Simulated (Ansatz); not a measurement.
# CuF: the cost of one run

Computed with Ansatz 0.2.0 (DFT PBE, Gaussian basis def2-SVP, and further levels as typed in the inputs, unless a step's input says otherwise).

### Step 1. Starting point

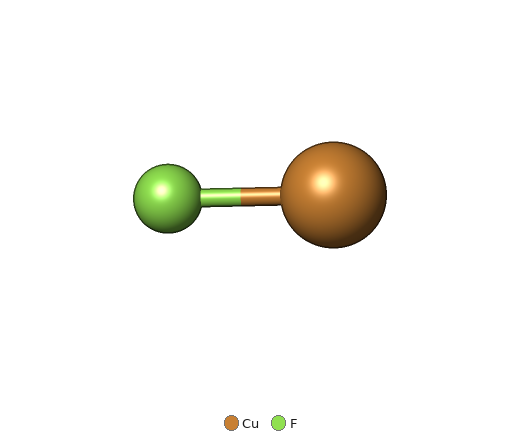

Start, viewed from a chosen angle; copper orange, fluorine green.

Coordinates:

```xyz
2

Cu    0.0000    0.0000    0.0000
F     0.0000    0.0000    1.7500
```

### Step 2. Relaxing the atoms: CuF

Input file input.yaml:

```yaml
relax:
  f_tol: 0.001
  max_steps: 200
crystal:
  periodic: [false, false, false]
  atoms:
    - { symbol: Cu, position_ang: [0.0, 0.0, 0.0] }
    - { symbol: F, position_ang: [0.0, 0.0, 1.75] }
basis:
  gaussian: { orbitals: def2-SVP }
hamiltonian:
  xc: pbe
```

Started as:

```sh
ansatz run input.yaml --threads 8 --pin off --max-ram 12288MiB --backend cpu --events-out ev --progress --plain --runs-dir out
```

**Question.** How long does this run take on 8 threads of Intel Xeon Platinum 8259CL at 2.50GHz (Skylake/Cascade Lake), shared host, and how much memory does it need?

About 1.3 s, with a peak of 0.12 GiB.
